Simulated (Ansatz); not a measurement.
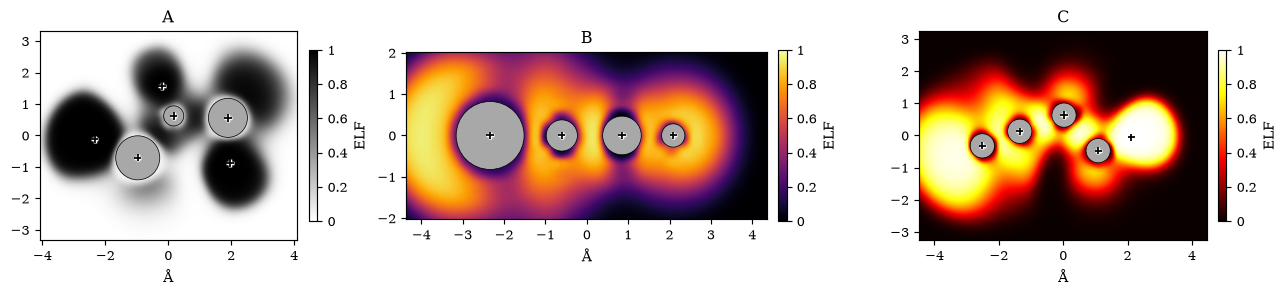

The ELF of 3 systems, each on a plane through atoms (crosses mark nuclei in the plane; grey discs cover the cores).

Theory: isolated molecule in a Gaussian basis; Kohn-Sham density functional theory, functional PBE0 (Ansatz).

System 1: CBGeO (SMILES O=B[C]#[Ge-]) (charge −1), a plane that holds the molecular axis. Geometry: B3LYP-D3(BJ)/def2-SVPD.

```xyz
4

C     0.0000    0.0000   -0.6034
B     0.0000    0.0000    0.8501
Ge    0.0000    0.0000   -2.3362
O     0.0000    0.0000    2.0895
```

System 2: C$_{4}$H$_{5}$ (charge −1), the plane of atoms C2, C3 and C4. Geometry: PBE0-D3(BJ)/def2-SVPD.

```yaml
atoms:
  - { symbol: C, position_ang: [-1.1399, -0.3603, 2.9078] }
  - { symbol: C, position_ang: [-1.1498, 0.2269, 1.8071] }
  - { symbol: C, position_ang: [-1.1806, 0.8940, 0.5035] }
  - { symbol: C, position_ang: [-2.0499, 0.1798, -0.5364] }
  - { symbol: H, position_ang: [-0.1582, 0.9942, 0.0842] }
  - { symbol: H, position_ang: [-1.5485, 1.9365, 0.5994] }
  - { symbol: H, position_ang: [-3.0865, 0.1038, -0.1762] }
  - { symbol: H, position_ang: [-1.6852, -0.8457, -0.6955] }
  - { symbol: H, position_ang: [-2.0512, 0.7088, -1.5069] }
```

System 3: H$_{5}$NPSi (SMILES [SiH3]N[PH]) (doublet), the plane of atoms P2, N1 and H7. Geometry: B3LYP-D3(BJ)/def2-SVP.

```
atom    x (Å)    y (Å)    z (Å)
   N   0.7122  -0.5156  -1.3953
   P  -0.4367  -1.6054  -0.7144
  Si   1.0471   1.1459  -0.9403
   H  -0.1679   1.9974  -1.0938
   H   1.4903   1.2320   0.4813
   H   2.1285   1.6397  -1.8394
   H   1.2529  -0.9145  -2.1592
   H  -0.9287  -0.6701   0.2591
```

> Which map belongs to which system?

Panel A is system 3, H$_{5}$NPSi: the plane holds N, P, Si and H. P–N (1.72 Å): the ELF peaks at about 0.90 between the atoms (a shared but strongly polarised pair). Panel B is system 1, CBGeO: the plane holds C, B, Ge and O. B–O (1.24 Å): the ELF peaks at about 0.85 between the atoms (a polar covalent bond). Panel C is system 2, C$_{4}$H$_{5}$: the plane holds C and H. C–C (1.25 Å): the ELF peaks at about 0.85 between the atoms: a short, multiple covalent bond.
